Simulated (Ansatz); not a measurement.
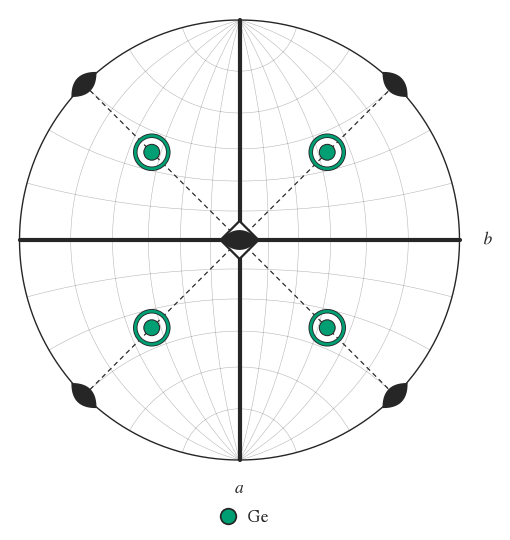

Crystal: SiGe2, the geometry relaxed with DFT PBE, scalar-relativistic, plane waves, PAW in Ansatz; the starting structure was generated, so it need not be a known form of this composition. Directions from one silicon atom at (0, 0, 0) to its bonded neighbours, in stereographic projection down c (filled: above the plane of the page or in it, open: below). The drawing is computed from the coordinates (standard cell, symmetry found to 0.002 Å).

Neighbours are counted up to 2.82 Å for Ge. The symmetry elements of the site are drawn in: heavy lines are mirror planes (a heavy rim: a mirror in the plane of the page); lens, triangle, square and hexagon are 2-, 3-, 4- and 6-fold axes, a lens in an open square is −4, a triangle in an open hexagon −6; thin dashed diameters join the ends of axes that lie in the page; a small open circle marks inversion.

```yaml
crystal:
  lattice:
    - [3.30429, 0.00000, 0.00000]
    - [0.00000, 3.30429, 0.00000]
    - [0.00000, 0.00000, 21.12039]
  atoms:
    - { symbol: Si, position: [0.00000, 0.00000, 0.00000] }
    - { symbol: Si, position: [0.00000, 0.50000, 0.25000] }
    - { symbol: Ge, position: [0.00000, 0.00000, 0.43313] }
    - { symbol: Ge, position: [0.50000, 0.00000, 0.18313] }
    - { symbol: Ge, position: [0.50000, 0.00000, 0.31687] }
    - { symbol: Ge, position: [0.50000, 0.50000, 0.06687] }
    - { symbol: Si, position: [0.50000, 0.50000, 0.50000] }
    - { symbol: Si, position: [0.50000, 0.00000, 0.75000] }
    - { symbol: Ge, position: [0.50000, 0.50000, 0.93313] }
    - { symbol: Ge, position: [0.00000, 0.50000, 0.68313] }
    - { symbol: Ge, position: [0.00000, 0.50000, 0.81687] }
    - { symbol: Ge, position: [0.00000, 0.00000, 0.56687] }
```

Q: How many neighbours are there, and at what angles?

A: 8: 8 Ge at 2.73 Å. Angles between bonds: 62° (4×), 74° (8×), 106° (8×), 118° (4×), 180° (4×).

Q: What is the site's symmetry in the crystal?

A: Point group -42m (D2d), order 8: one −4 axis, two twofold axes, two mirror planes. In I4₁/amd, No. 141, origin choice 1 this is Wyckoff position 4a.
